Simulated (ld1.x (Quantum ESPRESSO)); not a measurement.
# A TM potential for indium, from input to tests

Aim: build the potential from the settings below, then test how well it stands in for the atom: other configurations, scattering, ghost states and the plane-wave cutoff that it needs.

Program: ld1.x (Quantum ESPRESSO) 7.5. Reference atom: LDA (PZ), fully relativistic, spherical and spin-unpolarised. All values are calculated.

## (1) Starting point

Typed settings, in words:

* element: indium (In, Z = 49)
* type: norm-conserving Troullier–Martins (Kleinman–Bylander form)
* frozen core: [Kr]
* valence charge: 13
* reference configuration: 4d10 5s2 5p0.75 (charge +0.25)
* partial waves: 5s (bound): rc 1.65 bohr; 5p (bound): rc 2.70 bohr; 4d (bound): rc 1.00 bohr
* local potential: the d channel
* core correction: Bessel-smoothed model core inside 0.80 bohr

An earlier all-electron run gives the scale for the radii.

All-electron outer shells of the reference configuration (LDA (PZ), scalar-relativistic, ld1.x):

| shell | level (eV) | outermost node (bohr) | outermost maximum (bohr) |
| --- | --- | --- | --- |
| 4s | -121.16 | 0.41 | 0.77 |
| 4p | -79.75 | 0.42 | 0.82 |
| 4d | -20.41 | 0.40 | 0.94 |
| 5s | -10.05 | 1.02 | 2.13 |
| 5p | -4.08 | 1.14 | 2.78 |

## (2) Generation

In.in

```
 &input
   title='In', zed=49., rel=2, dft='PZ', iswitch=3,
   config='[Kr] 4d10 5s2 5p0.75', rel_dist='average',
   nld=5, rlderiv=2.95, eminld=-4.0, emaxld=5.0, deld=0.02
 /
 &inputp
   pseudotype=2, tm=.true., lloc=2,
   nlcc=.true., new_core_ps=.true., rcore=0.80,
   file_pseudopw='In.UPF', file_wfcaegen='ae.wfc', file_wfcncgen='nc.wfc', file_beta='beta', file_chi='chi'
 /
3
5S  1  0   2.00   0.00  1.65  1.65  0.0
5P  2  1   0.75   0.00  2.70  2.70  0.0
4D  3  2  10.00   0.00  1.00  1.00  0.0
 &test
   configts(1)='4d10 5s2 5p0.75'
 /
```

Launch:

```console
$ ld1.x < In.in > In.out
```

Output in In.out (without the banner and most projector matrices):

```text
     Program LD1 v.7.5
     --------------------------- All-electron run ----------------------------

     In
     dirac relativistic calculation

     atomic number is 49.00
     dft =PZ   lsd =0 sic =0 latt =0  beta=0.20 tr2=1.0E-14
     Exchange-correlation= PZ
                           (   1   1   0   0   0   0   0)
     mesh =1241 r(mesh) = 100.30140 a.u. xmin = -7.00 dx = 0.01250
     1 Ry =  13.60569312 eV, c = 137.03599908

     n l j   nl                  e(Ry)          e(Ha)          e(eV)
     Spin orbit split results
     1 0 0.5 1S 1( 2.00)     -2036.3013     -1018.1507    -27705.2912
     2 0 0.5 2S 1( 2.00)      -304.9819      -152.4910     -4149.4906
     2 1 0.5 2P 1( 2.00)      -284.5817      -142.2909     -3871.9314
     2 1 1.5 2P 1( 4.00)      -269.1052      -134.5526     -3661.3621
     3 0 0.5 3S 1( 2.00)       -57.9383       -28.9692      -788.2913
     3 1 0.5 3P 1( 2.00)       -49.6945       -24.8473      -676.1281
     3 1 1.5 3P 1( 4.00)       -46.8993       -23.4496      -638.0974
     4 0 0.5 4S 1( 2.00)        -8.8993        -4.4496      -121.0808
     4 1 0.5 4P 1( 2.00)        -6.2000        -3.1000       -84.3552
     4 1 1.5 4P 1( 4.00)        -5.7053        -2.8526       -77.6243
     3 2 1.5 3D 1( 4.00)       -32.2618       -16.1309      -438.9443
     3 2 2.5 3D 1( 6.00)       -31.6885       -15.8442      -431.1437
     4 2 1.5 4D 1( 4.00)        -1.5379        -0.7690       -20.9243
     4 2 2.5 4D 1( 6.00)        -1.4742        -0.7371       -20.0576
     5 0 0.5 5S 1( 2.00)        -0.7387        -0.3694       -10.0512
     5 1 0.5 5P 1( 0.25)        -0.3174        -0.1587        -4.3187
     5 1 1.5 5P 1( 0.50)        -0.2917        -0.1458        -3.9686
     Averaged results
     1 0     1S 1( 2.00)     -2036.3013     -1018.1507    -27705.2912
     2 0     2S 1( 2.00)      -304.9819      -152.4910     -4149.4906
     2 1     2P 1( 6.00)      -274.2640      -137.1320     -3731.5519
     3 0     3S 1( 2.00)       -57.9383       -28.9692      -788.2913
     3 1     3P 1( 6.00)       -47.8310       -23.9155      -650.7743
     4 0     4S 1( 2.00)        -8.8993        -4.4496      -121.0808
     4 1     4P 1( 6.00)        -5.8702        -2.9351       -79.8679
     3 2     3D 1(10.00)       -31.9178       -15.9589      -434.2639
     4 2     4D 1(10.00)        -1.4997        -0.7498       -20.4043
     5 0     5S 1( 2.00)        -0.7387        -0.3694       -10.0512
     5 1     5P 1( 0.75)        -0.3003        -0.1501        -4.0853

     final scf error:  7.0E-15 reached in  31 iterations

     Etot =  -11755.980950 Ry,   -5877.990475 Ha, -159948.269166 eV

     Ekin =   12349.859464 Ry,    6174.929732 Ha,  168028.397981 eV
     Encl =  -28533.527826 Ry,  -14266.763913 Ha, -388218.423323 eV
     Eh   =    4736.917941 Ry,    2368.458970 Ha,   64449.051849 eV
     Exc  =    -309.230528 Ry,    -154.615264 Ha,   -4207.295674 eV

     normalization and overlap integrals

     s(1S/1S) =  1.000000  <r> =   0.0297  <r2> =    0.0012  r(max) =   0.0192
     s(2S/2S) =  1.000000  <r> =   0.1282  <r2> =    0.0194  r(max) =   0.1090
     s(2P/2P) =  1.000000  <r> =   0.1085  <r2> =    0.0145  r(max) =   0.0838
     s(2P/2P) =  1.000000  <r> =   0.1138  <r2> =    0.0158  r(max) =   0.0881
     s(3S/3S) =  1.000000  <r> =   0.3489  <r2> =    0.1394  r(max) =   0.3153
     s(3P/3P) =  1.000000  <r> =   0.3398  <r2> =    0.1343  r(max) =   0.3037
     s(3P/3P) =  1.000000  <r> =   0.3510  <r2> =    0.1430  r(max) =   0.3114
     s(4S/4S) =  1.000000  <r> =   0.8476  <r2> =    0.8144  r(max) =   0.7658
     s(4P/4P) =  1.000000  <r> =   0.9006  <r2> =    0.9292  r(max) =   0.7951
     s(4P/4P) =  1.000000  <r> =   0.9317  <r2> =    0.9947  r(max) =   0.8255
     s(3D/3D) =  1.000000  <r> =   0.3225  <r2> =    0.1237  r(max) =   0.2549
     s(3D/3D) =  1.000000  <r> =   0.3261  <r2> =    0.1263  r(max) =   0.2581
     s(4D/4D) =  1.000000  <r> =   1.1745  <r2> =    1.6590  r(max) =   0.9237
     s(4D/4D) =  1.000000  <r> =   1.1918  <r2> =    1.7101  r(max) =   0.9354
     s(5S/5S) =  1.000000  <r> =   2.5638  <r2> =    7.5302  r(max) =   2.1344
     s(5P/5P) =  1.000000  <r> =   3.3976  <r2> =   13.4992  r(max) =   2.6729
     s(5P/5P) =  1.000000  <r> =   3.5513  <r2> =   14.7424  r(max) =   2.8100

     ------------------------ End of All-electron run ------------------------

     --------------------- Generating NC pseudopotential ---------------------

      Generating local pot.: lloc=2, j= 1.50, matching radius rcloc =   1.0000

      Generating local pot.: lloc=2, j= 2.50, matching radius rcloc =   1.0000

      Computing core charge for nlcc:

       r > 0.81 : true rho core
      Core charge pseudized with two Bessel functions
      Integrated core pseudo-charge :  11.36

     Fully relativistic calculation: |psi|^2

     Wfc 5S LC norm =  0.99993919 SC norm =  0.00005899 missing  0.00000182

     Wfc 5P LC norm =  0.99996686 SC norm =  0.00003299 missing  0.00000016

     Wfc 5P LC norm =  0.99996983 SC norm =  0.00002645 missing  0.00000372

      Wfc   5S  rcut= 1.662  Using Troullier-Martins method

      Wfc   5P  rcut= 2.673  Using Troullier-Martins method

      Wfc   5P  rcut= 2.673  Using Troullier-Martins method

     ------------------- End of pseudopotential generation -------------------

     [... the all-electron block is printed once more ...]


     Computing logarithmic derivative in   2.93571
     Computing logarithmic derivative in   2.93571
     Computing the partial wave expansion
     R is outside the sphere for l=    0 j= 0.50
     R is outside the sphere for l=    1 j= 0.50
     R is outside the sphere for l=    1 j= 1.50
       no projector for channel:   2
       no projector for channel:   2

     ---------------------- Testing the pseudopotential ----------------------

     In
     dirac relativistic calculation

     atomic number is 49.00   valence charge is 13.00
     dft =PZ   lsd =0 sic =0 latt =0  beta=0.20 tr2=1.0E-14
     mesh =1241 r(mesh) = 100.30140 xmin = -7.00 dx = 0.01250

     n l  j  nl             e AE (Ry)       e PS (Ry)    De AE-PS (Ry)
     3 2 1.5 4D   1( 4.00)       -1.53790       -1.49934       -0.03857  !
     3 2 2.5 4D   1( 6.00)       -1.47421       -1.49934        0.02513  !
     1 0 0.5 5S   1( 2.00)       -0.73875       -0.73874       -0.00000
     2 1 0.5 5P   1( 0.25)       -0.31742       -0.31742       -0.00000
     2 1 1.5 5P   1( 0.50)       -0.29169       -0.29169        0.00000

     eps = 6.9E-15  iter = 15

     Etot =  -11755.980950 Ry,   -5877.990475 Ha, -159948.269166 eV
     Etotps =  -136.771763 Ry,     -68.385881 Ha,   -1860.874629 eV

     Ekin =      90.110591 Ry,      45.055296 Ha,    1226.017053 eV
     Encl =    -287.188907 Ry,    -143.594453 Ha,   -3907.404135 eV
     Ehrt =     100.825461 Ry,      50.412731 Ha,    1371.800282 eV
     Ecxc =     -42.554848 Ry,     -21.277424 Ha,    -578.988199 eV
     (Ecc =     -21.649343 Ry,     -10.824671 Ha,    -294.554314 eV)
     Epseu=       2.035940 Ry,       1.017970 Ha,      27.700370 eV

     ---------------------- End of pseudopotential test ----------------------
```

Run time: 1.4 s. Hardware: 1 thread, shared host. (Generation and the later configuration tests together.)

## (3) Testing the new file in other configurations

In.test.in

```
 &input
   title='In', zed=49., rel=2, dft='PZ', iswitch=2,
   config='[Kr] 4d10 5s2 5p0.75', rel_dist='average'
 /
 &test
   file_pseudo='In.UPF', nconf=8,
   configts(1)='4d10 5s2 5p0.75',
   configts(2)='4d10 5s2 5p1',
   configts(3)='4d10 5s2 5p0',
   configts(4)='4d10 5s1 5p0',
   configts(5)='4d10 5s1 5p1',
   configts(6)='4d10 5s0 5p0',
   configts(7)='4d10 5s0 5p3',
   configts(8)='4d10 5s2 5p0.5'
 /
```

Launch:

```console
$ ld1.x < In.test.in > In.test.out
```

In.test.out, the pseudopotential blocks, each with the warnings that came before it:

```text
     ---------------------- Testing the pseudopotential ----------------------

     In
     dirac relativistic calculation

     atomic number is 49.00   valence charge is 13.00
     dft =PZ   lsd =0 sic =0 latt =0  beta=0.20 tr2=1.0E-14
     mesh =1241 r(mesh) = 100.30140 xmin = -7.00 dx = 0.01250

     n l  j  nl             e AE (Ry)       e PS (Ry)    De AE-PS (Ry)
     3 2 1.5 4D   1( 4.00)       -1.53790       -1.49934       -0.03857  !
     3 2 2.5 4D   1( 6.00)       -1.47421       -1.49934        0.02513  !
     1 0 0.5 5S   1( 2.00)       -0.73875       -0.73874       -0.00000
     2 1 0.5 5P   1( 0.25)       -0.31742       -0.31742       -0.00000
     2 1 1.5 5P   1( 0.50)       -0.29169       -0.29169        0.00000

     eps = 6.9E-15  iter = 15

     Etot =  -11755.980950 Ry,   -5877.990475 Ha, -159948.269167 eV
     Etotps =  -136.771763 Ry,     -68.385881 Ha,   -1860.874629 eV

     Ekin =      90.110591 Ry,      45.055296 Ha,    1226.017053 eV
     Encl =    -287.188907 Ry,    -143.594453 Ha,   -3907.404136 eV
     Ehrt =     100.825461 Ry,      50.412731 Ha,    1371.800282 eV
     Ecxc =     -42.554848 Ry,     -21.277424 Ha,    -578.988199 eV
     (Ecc =     -21.649343 Ry,     -10.824671 Ha,    -294.554314 eV)
     Epseu=       2.035940 Ry,       1.017970 Ha,      27.700370 eV

     ---------------------- End of pseudopotential test ----------------------

     ---------------------- Testing the pseudopotential ----------------------

     In
     [...]
     n l  j  nl             e AE (Ry)       e PS (Ry)    De AE-PS (Ry)
     3 2 1.5 4D   1( 4.00)       -1.41281       -1.37488       -0.03792  !
     3 2 2.5 4D   1( 6.00)       -1.34914       -1.37488        0.02574  !
     1 0 0.5 5S   1( 2.00)       -0.62343       -0.62345        0.00002
     2 1 0.5 5P   1( 0.33)       -0.21484       -0.21484       -0.00001
     2 1 1.5 5P   1( 0.67)       -0.19150       -0.19149       -0.00000

     eps = 3.0E-15  iter = 15

     Etot =  -11756.043234 Ry,   -5878.021617 Ha, -159949.116583 eV
     Etotps =  -136.834045 Ry,     -68.417023 Ha,   -1861.722030 eV
     dEtot_ae =      -0.062284 Ry
     dEtot_ps =      -0.062283 Ry,   Delta E=      -0.000001 Ry

     [...]
     ---------------------- End of pseudopotential test ----------------------

     ---------------------- Testing the pseudopotential ----------------------

     In
     [...]
     n l  j  nl             e AE (Ry)       e PS (Ry)    De AE-PS (Ry)
     3 2 1.5 4D   1( 4.00)       -1.96748       -1.92599       -0.04149  !
     3 2 2.5 4D   1( 6.00)       -1.90360       -1.92599        0.02240  !
     1 0 0.5 5S   1( 2.00)       -1.12494       -1.12499        0.00005
     2 1 0.5 5P   1( 0.00)       -0.66236       -0.66256        0.00020
     2 1 1.5 5P   1( 0.00)       -0.62907       -0.62928        0.00021

     eps = 7.6E-15  iter = 10

     Etot =  -11755.631223 Ry,   -5877.815611 Ha, -159943.510882 eV
     Etotps =  -136.421979 Ry,     -68.210990 Ha,   -1856.115584 eV
     dEtot_ae =       0.349727 Ry
     dEtot_ps =       0.349783 Ry,   Delta E=      -0.000056 Ry

     [...]
     ---------------------- End of pseudopotential test ----------------------

     ---------------------- Testing the pseudopotential ----------------------

     In
     [...]
     n l  j  nl             e AE (Ry)       e PS (Ry)    De AE-PS (Ry)
     3 2 1.5 4D   1( 4.00)       -2.73971       -2.69538       -0.04434  !
     3 2 2.5 4D   1( 6.00)       -2.67501       -2.69538        0.02037  !
     1 0 0.5 5S   1( 1.00)       -1.77302       -1.77371        0.00070
     2 1 0.5 5P   1( 0.00)       -1.24593       -1.24692        0.00099
     2 1 1.5 5P   1( 0.00)       -1.20067       -1.20169        0.00102

     eps = 3.1E-15  iter = 11

     Etot =  -11754.186165 Ry,   -5877.093082 Ha, -159923.849870 eV
     Etotps =  -134.976657 Ry,     -67.488328 Ha,   -1836.450970 eV
     dEtot_ae =       1.794785 Ry
     dEtot_ps =       1.795106 Ry,   Delta E=      -0.000321 Ry

     [...]
     ---------------------- End of pseudopotential test ----------------------

     ---------------------- Testing the pseudopotential ----------------------

     In
     [...]
     n l  j  nl             e AE (Ry)       e PS (Ry)    De AE-PS (Ry)
     3 2 1.5 4D   1( 4.00)       -2.08087       -2.04149       -0.03939  !
     3 2 2.5 4D   1( 6.00)       -2.01663       -2.04149        0.02486  !
     1 0 0.5 5S   1( 1.00)       -1.19748       -1.19745       -0.00003
     2 1 0.5 5P   1( 0.33)       -0.72309       -0.72308       -0.00001
     2 1 1.5 5P   1( 0.67)       -0.68797       -0.68792       -0.00005

     eps = 8.4E-15  iter = 11

     Etot =  -11755.140181 Ry,   -5877.570090 Ha, -159936.829919 eV
     Etotps =  -135.931024 Ry,     -67.965512 Ha,   -1849.435803 eV
     dEtot_ae =       0.840769 Ry
     dEtot_ps =       0.840738 Ry,   Delta E=       0.000031 Ry

     [...]
     ---------------------- End of pseudopotential test ----------------------

     Warning: n=2, l=1 expected 0 nodes, found 1
     ---------------------- Testing the pseudopotential ----------------------

     In
     [...]
     n l  j  nl             e AE (Ry)       e PS (Ry)    De AE-PS (Ry)
     3 2 1.5 4D   1( 4.00)       -3.57581       -3.53082       -0.04498  !
     3 2 2.5 4D   1( 6.00)       -3.51001       -3.53082        0.02081  !
     1 0 0.5 5S   1( 0.00)       -2.45382       -2.45773        0.00391
     2 1 0.5 5P   1( 0.00)       -1.86213       -1.86213        0.00000
     2 1 1.5 5P   1( 0.00)       -1.80386       -1.99839        0.19452  !

     eps = 5.4E-15  iter = 10

     Etot =  -11752.073821 Ry,   -5876.036911 Ha, -159895.109972 eV
     Etotps =  -132.862390 Ry,     -66.431195 Ha,   -1807.684904 eV
     dEtot_ae =       3.907129 Ry
     dEtot_ps =       3.909373 Ry,   Delta E=      -0.002244 Ry

     [...]
     ---------------------- End of pseudopotential test ----------------------

     ---------------------- Testing the pseudopotential ----------------------

     In
     [...]
     n l  j  nl             e AE (Ry)       e PS (Ry)    De AE-PS (Ry)
     3 2 1.5 4D   1( 4.00)       -1.63630       -1.60270       -0.03359  !
     3 2 2.5 4D   1( 6.00)       -1.57193       -1.60270        0.03077  !
     1 0 0.5 5S   1( 0.00)       -0.76012       -0.76031        0.00019
     2 1 0.5 5P   1( 1.00)       -0.31365       -0.31350       -0.00015
     2 1 1.5 5P   1( 2.00)       -0.28428       -0.28405       -0.00024

     eps = 2.6E-15  iter =  9

     Etot =  -11755.151385 Ry,   -5877.575692 Ha, -159936.982359 eV
     Etotps =  -135.941854 Ry,     -67.970927 Ha,   -1849.583143 eV
     dEtot_ae =       0.829565 Ry
     dEtot_ps =       0.829909 Ry,   Delta E=      -0.000344 Ry

     [...]
     ---------------------- End of pseudopotential test ----------------------

     ---------------------- Testing the pseudopotential ----------------------

     In
     [...]
     n l  j  nl             e AE (Ry)       e PS (Ry)    De AE-PS (Ry)
     3 2 1.5 4D   1( 4.00)       -1.67289       -1.63351       -0.03938  !
     3 2 2.5 4D   1( 6.00)       -1.60915       -1.63351        0.02436  !
     1 0 0.5 5S   1( 2.00)       -0.86157       -0.86156       -0.00002
     2 1 0.5 5P   1( 0.17)       -0.42696       -0.42699        0.00003
     2 1 1.5 5P   1( 0.33)       -0.39880       -0.39883        0.00003

     eps = 3.3E-15  iter = 11

     Etot =  -11755.892527 Ry,   -5877.946263 Ha, -159947.066105 eV
     Etotps =  -136.683334 Ry,     -68.341667 Ha,   -1859.671493 eV
     dEtot_ae =       0.088423 Ry
     dEtot_ps =       0.088429 Ry,   Delta E=      -0.000005 Ry

     [...]
     ---------------------- End of pseudopotential test ----------------------
```

The tests as a table, with energies relative to 4d10 5s2 5p0.75. A star marks tests that logged a warning.

```tsv
valence configuration	charge	ΔE all-electron (eV)	error AE − PS (meV)
4d10 5s2 5p1	0	-0.847	0.0
4d10 5s2 5p0	+1	4.758	-0.8
4d10 5s1 5p0	+2	24.419	-4.4
4d10 5s1 5p1	+1	11.439	+0.4
4d10 5s0 5p0 *	+3	53.159	-31
4d10 5s0 5p3	0	11.287	-4.7
4d10 5s2 5p0.5	+0.5	1.203	-0.1
```

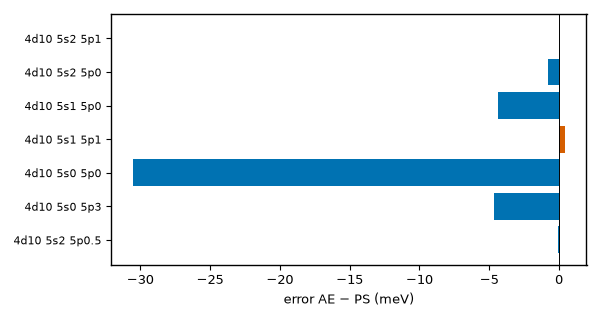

Error of the potential in each test configuration.

## (4) Logarithmic derivatives

Taken from the files of the generation run. The phase is arctan(r·u′/u) with u = r·R, unwrapped, with energies in Ry. A pole is an energy at which the radial function vanishes at the test radius. The pseudo phase is shifted by a multiple of π to meet the all-electron one at the reference energy. Levels narrower than the energy grid can be missing from the poles. The last column is the largest difference on the grid between −1 and +1 Ry.

| channel | radius (bohr) | reference (Ry) | poles AE | poles PS | window around the reference with phases within 0.05 rad (Ry) | largest difference near zero (rad) |
| --- | --- | --- | --- | --- | --- | --- |
| s | 2.94 | -0.74 | 0.20 | 0.18, 3.95 | below 1.5 | 0.012 |
| p1/2 | 2.94 | -0.32 | 1.14 | 1.11 | below 2.7 | 0.003 |
| p3/2 | 2.94 | -0.29 | 1.29 | 1.24 | below 2.6 | 0.005 |
| d3/2 | 2.94 | -1.54 | -1.49, 3.13 | -1.45, 3.15 | not even at the reference energy | 0.034 |
| d5/2 | 2.94 | -1.47 | -1.42, 3.18 | -1.45, 3.15 | not even at the reference energy | 0.027 |

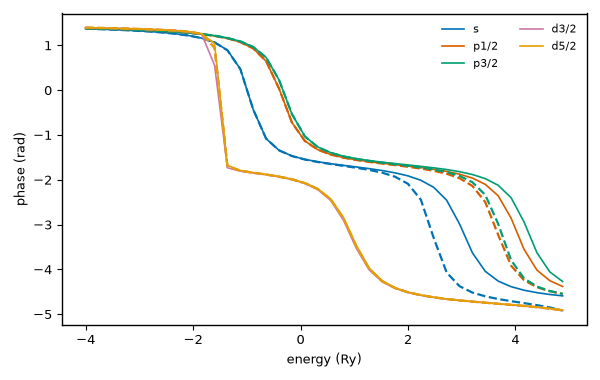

Phases by channel: all-electron solid, pseudo dashed.

## (5) Plane-wave convergence, by spherical Bessel functions

A separate test, outside the generator: the pseudo-atom's Hamiltonian at the reference potential is diagonalised in spherical Bessel functions j_l(qr) that vanish at 20 bohr, with q² up to the cutoff.

All-electron valence levels (Ry): 5s -0.7388, 5p1/2 -0.3174, 5p3/2 -0.2917, 4d3/2 -1.5379, 4d5/2 -1.4742. The lowest levels of each channel (Ry) by cutoff; the last column sums, over occupied levels, occupation times the distance from the level at 400 Ry. A positive value at high cutoff is not a bound level.

| cutoff (Ry) | s #1 | s #2 | p1/2 #1 | p1/2 #2 | p3/2 #1 | p3/2 #2 | d3/2 #1 | d5/2 #1 | f #1 | Σ f·Δε (mRy) |
| --- | --- | --- | --- | --- | --- | --- | --- | --- | --- | --- |
| 8 | -0.8952 | -0.0952 | -0.3154 | -0.0177 | -0.2901 | -0.0147 | -0.0795 | -0.0795 | 0.0672 | 14512.1 |
| 15 | -5.0525 | -0.6814 | -0.3176 | -0.0178 | -0.2921 | -0.0148 | -0.3257 | -0.3257 | 0.0672 | 11851.6 |
| 25 | -9.4920 | -0.7326 | -2.0217 | -0.3174 | -2.5711 | -0.2917 | -0.8118 | -0.8118 | 0.0672 | 6888.1 |
| 40 | -11.2070 | -0.7364 | -3.7796 | -0.3174 | -4.2746 | -0.2917 | -1.2923 | -1.2923 | 0.0672 | 2075.4 |
| 60 | -11.4512 | -0.7382 | -4.4199 | -0.3174 | -4.8893 | -0.2917 | -1.4633 | -1.4633 | 0.0672 | 361.0 |
| 90 | -11.5007 | -0.7386 | -4.5405 | -0.3174 | -5.0030 | -0.2917 | -1.4971 | -1.4971 | 0.0672 | 22.4 |
| 100 | -11.5014 | -0.7386 | -4.5446 | -0.3174 | -5.0068 | -0.2917 | -1.4984 | -1.4984 | 0.0672 | 9.6 |
| 120 | -11.5019 | -0.7386 | -4.5456 | -0.3174 | -5.0077 | -0.2917 | -1.4992 | -1.4992 | 0.0672 | 1.8 |
| 140 | -11.5030 | -0.7387 | -4.5456 | -0.3174 | -5.0077 | -0.2917 | -1.4993 | -1.4993 | 0.0672 | 0.6 |
| 180 | -11.5033 | -0.7387 | -4.5458 | -0.3174 | -5.0079 | -0.2917 | -1.4993 | -1.4993 | 0.0672 | 0.4 |
| 400 | -11.5035 | -0.7387 | -4.5460 | -0.3174 | -5.0080 | -0.2917 | -1.4993 | -1.4993 | 0.0672 | 0.0 |

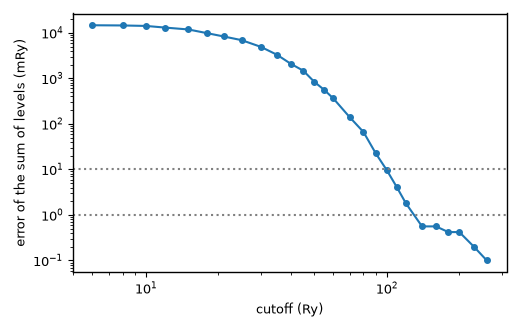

Occupation-weighted error of the valence levels against the cutoff; the dotted lines mark 10 and 1 mRy.

The sum stays within 10 mRy from 100 Ry and within 1 mRy from 140 Ry. The sum leaves out empty levels, which can need more. Ghost test: ghost states, bound below the all-electron valence or empty levels of the same l: s at -156.5 eV, p3/2 at -68.1 eV, p1/2 at -61.9 eV.

## (6) Results

```
                                                quantity                                                   value
               cutoffs for 10 and 1 mRy, occupied levels                                       100 Ry and 140 Ry
                                            bound ghosts   s at -156.51 eV, p3/2 at -68.14 eV, p1/2 at -61.85 eV
                       largest miss of a reference level                                            525 meV (4d)
                            largest test error (AE − PS)  -31 meV, for 4d10 5s0 5p0 (this test logged a warning)
largest phase difference near zero energy, channels read                                               0.034 rad
```

In words: It has a bound ghost (s, p3/2, p1/2), a state that the atom doesn't have, and that rules the file out. Already in the reference configuration the 4d level is off by 525 meV: its channel is the local one, which carries no spin-orbit splitting. The worst unpolarised test, 4d10 5s0 5p0, is off by 31 meV on 53.2 eV; by total energies transferability rates as fair. That test lies far up in energy; among those under 40 eV, nearer to bonding, the largest error is 4.7 meV. It counts as hard, with 100 Ry needed at the looser tolerance. The slowest occupied level is 4d: taken alone it needs 100 Ry to come within 1 mRy, against 50 Ry for 5s. Of the channels read, d3/2 scatters worst near zero energy, by up to 0.03 rad.
